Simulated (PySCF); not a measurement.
C2H8O6Si2, SMILES C(/[Si](O)(O)O)=C\[Si](O)(O)O at its GFN2-xTB optimised geometry (Å):

```
18

Si    -1.3946     1.9016    -0.7092
O     -0.2878     2.8493     0.0179
O     -2.8028     2.1116     0.0853
O     -1.6288     2.4097    -2.2396
C     -0.8430     0.0984    -0.7095
C      0.1718    -0.3923     0.0000
Si     0.7171    -2.1931     0.0000
O      0.2468    -3.0337     1.3153
O      0.0836    -2.9980    -1.2758
O      2.3441    -2.1931     0.0000
H      0.5461     2.9980    -0.4164
H     -2.7869     2.1432     1.0369
H     -2.5125     2.3964    -2.5936
H     -1.3961    -0.5920    -1.3369
H      0.7264     0.2940     0.6277
H     -0.6564    -3.3323     1.3621
H      0.3102    -2.7177    -2.1570
H      2.8028    -2.8056     0.5681
```

Method: B3LYP/def2-SVP in PySCF. Cells within 0.4 Å of a nucleus heavier than hydrogen are left out (blank, or x).

Map of the LUMO amplitude (bohr^(-3/2)) on the plane z = 0.0 Å; orbital energy -0.72 eV, overall sign arbitrary:

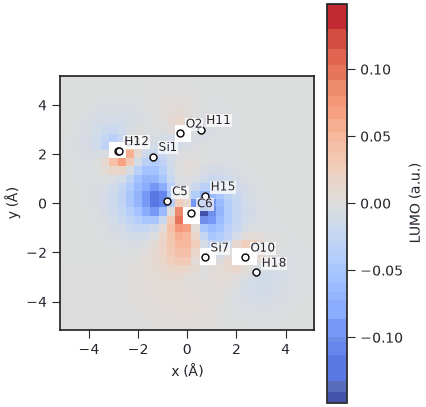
LUMO amplitude (bohr^(-3/2)) on the plane z = 0.0 Å.
